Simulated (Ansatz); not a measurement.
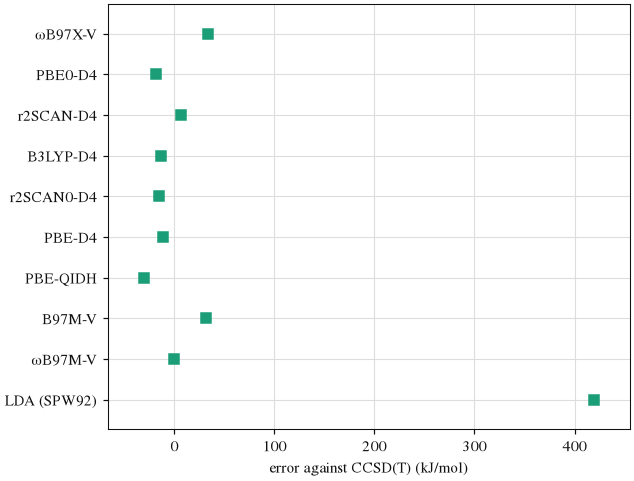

Error in the electronic atomisation energy (method less reference, so positive means overbinding) of CH₈Si₃, SMILES C1[SiH2][SiH2][SiH2]1: functionals in def2-TZVPP against frozen-core CCSD(T) at the limit (MP2 extrapolated from triple and quadruple zeta, plus CCSD(T) less MP2 in a smaller set), which gives 3847.3 kJ/mol, at a PBE0-D4/def2-TZVP geometry (a minimum by its frequencies), no zero-point or spin-orbit term, the Ansatz code 0.2.0. The reference leaves out core correlation, a term that grows with the number of heavy atoms. PBE-QIDH holds a correlation term that converges slowly with the basis, so part of the distance to the limit is basis error. No dispersion term is added to PBE-QIDH.

Q: Which of these levels overbind, and which underbind?

A: Overbind: ωB97X-V, B97M-V and LDA (SPW92). Underbind: PBE-QIDH. Within 20 kJ/mol of zero, too close to call in view of what the reference leaves out: PBE0-D4, r2SCAN-D4, B3LYP-D4, r2SCAN0-D4, PBE-D4 and ωB97M-V.

Q: Give the values.

A:
```csv
level,kJ/mol
ωB97X-V,34.1
PBE0-D4,−18.3
r2SCAN-D4,6.3
B3LYP-D4,−13.2
r2SCAN0-D4,−15.0
PBE-D4,−11.5
PBE-QIDH,−30.5
B97M-V,32.1
ωB97M-V,0.2
LDA (SPW92),419.2
```

Caveats, for all or some of the runs: one conformer of a flexible molecule.
